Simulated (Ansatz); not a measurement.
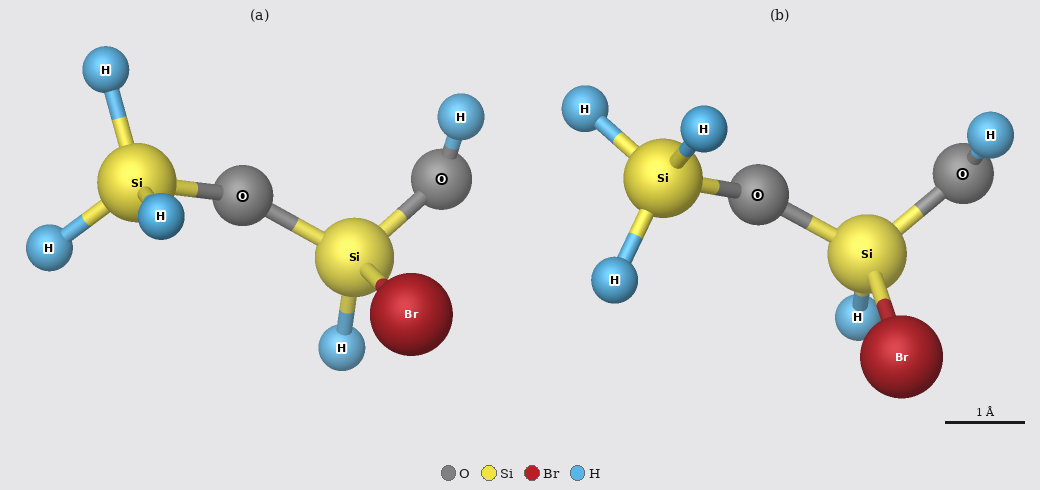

The structure of Si2H5O2Br before (left) and after (right) a relaxation, at one scale.

Style: ball-and-stick. Shown at a tilt.

The start comes from PBE-D4/def2-SVP.

All numbers below come from RKS PBE0-D4/def2-TZVP in Ansatz 0.2.0. (force threshold 0.005 eV/Å; at most 150 steps)

### Summarise the run.

The largest move after the best rigid fit is that of an H atom, 1.17 Å. Largest moves by element: H 1.17 Å, Br 0.78 Å, O 0.34 Å, Si 0.17 Å. Near-neighbour distances that change, for instance: O–Si 1.656 → 1.616 Å, O–Si 1.682 → 1.645 Å, Br–Si 2.250 → 2.228 Å, H–Si 1.487 → 1.468 Å. Bond angles that change, for instance: Si–O–H 116.7° → 119.3°. Groups turn about O–Si by about 40°, O–Si by about 25°. The energy falls by 2.39 kcal/mol in 64 accepted moves (72 points after the start). Largest force component: 0.83 eV/Å at the start, 0.0032 eV/Å at the end. The line search rejected the trial steps at points 31, 32, 35, 37, 51, 52, 66, 68 of the run. The forces were under the threshold at step 33, but the run went on from there.
